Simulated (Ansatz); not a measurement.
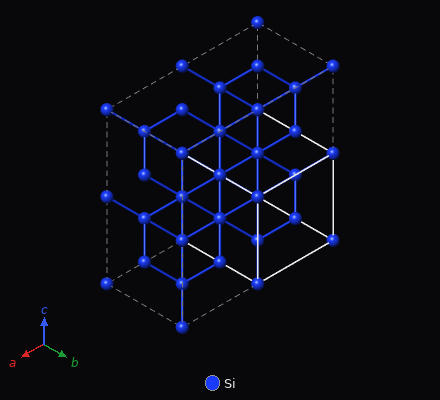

Si (Fd-3m, No. 227): the input geometry of an electronic-structure calculation (not necessarily at equilibrium).

```yaml
crystal:
  lattice:
    - [5.44546, 0.00000, 0.00000]
    - [0.00000, 5.44546, 0.00000]
    - [0.00000, 0.00000, 5.44546]
  atoms:
    - { symbol: Si, position: [0.50000, 0.00000, 0.50000] }
    - { symbol: Si, position: [0.25000, 0.25000, 0.25000] }
    - { symbol: Si, position: [0.50000, 0.50000, 0.00000] }
    - { symbol: Si, position: [0.25000, 0.75000, 0.75000] }
    - { symbol: Si, position: [0.00000, 0.00000, 0.00000] }
    - { symbol: Si, position: [0.75000, 0.25000, 0.75000] }
    - { symbol: Si, position: [0.00000, 0.50000, 0.50000] }
    - { symbol: Si, position: [0.75000, 0.75000, 0.25000] }
```

### What will a dark-field STEM-like image along [111] show? Simulated incoherent Z contrast: every atom adds Z^1.6 spread by a probe of 1.12 Å full width; channelling and multiple scattering are left out. The display is stretched by a gamma of 0.8; percentages refer to the linear signal. Shot noise was added.

The columns repeat on a hexagonal net with a repeat of 2.22 Å (plane group p6mm). All columns are alike (Si). The shortest distance between visible columns is 2.22 Å in projection. Along the beam the structure repeats every 9.43 Å.

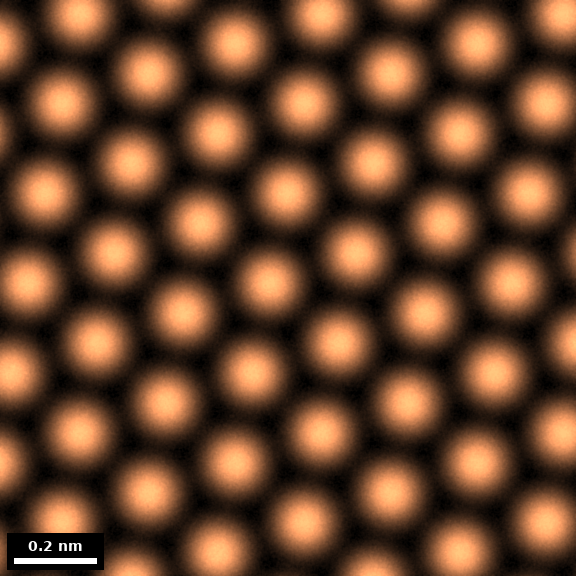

The simulated image.
